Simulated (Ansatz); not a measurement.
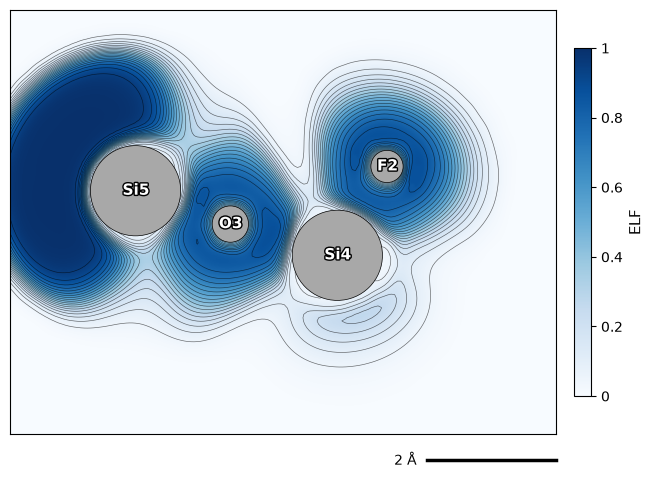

F2HOSi2 (SMILES F[SiH](F)[O+]=[Si]) (charge +1). Electron localisation function on the plane of atoms F2, Si4 and O3. Grey discs cover the atomic cores.

Geometry: B3LYP-D3(BJ)/6-311G**.

Computed with Ansatz 0.2.0, isolated molecule in a Gaussian basis; Kohn-Sham density functional theory, functional PBE0.

The calculation's input:

```
crystal:
  periodic: [false, false, false]
  atoms:
    - {symbol: F, position_ang: [-2.244224, 0.348231, 0.632134]}
    - {symbol: F, position_ang: [-2.564122, -0.407513, -1.844221]}
    - {symbol: O, position_ang: [-0.278675, 0.508678, -1.044904]}
    - {symbol: Si, position_ang: [-1.988271, 0.705602, -0.884155]}
    - {symbol: Si, position_ang: [1.247983, 0.180218, -1.141876]}
    - {symbol: H, position_ang: [-2.323344, 2.067564, -1.256519]}
basis:
  gaussian:
    orbitals: def2-TZVPD
total_charge: 1
hamiltonian:
  xc: {name: PBE0}
output:
  forces: true
  orbitals: {seedname: orbitals}
```

Launched as:

```sh
ansatz run input.yaml --threads 2 --pin off --max-ram 4350MiB --events-out events.jsonl --progress --plain --runs-dir runs
```

Describe what can be read from this map.

The plane passes through F, O and Si nuclei. Si–O (1.56 Å): the ELF peaks at about 0.85 between the atoms, as expected for a polar covalent bond. Si–F (1.58 Å): the ELF peaks at about 0.85 in the valence shell of F, 0.6 Å from its nucleus, and is about 0.55 at the midpoint. Si–O (1.73 Å): the ELF peaks at about 0.90 between the atoms: a polar covalent bond. The ELF also peaks beside O3, Si5 and F2, away from the bonds: lone-pair regions.
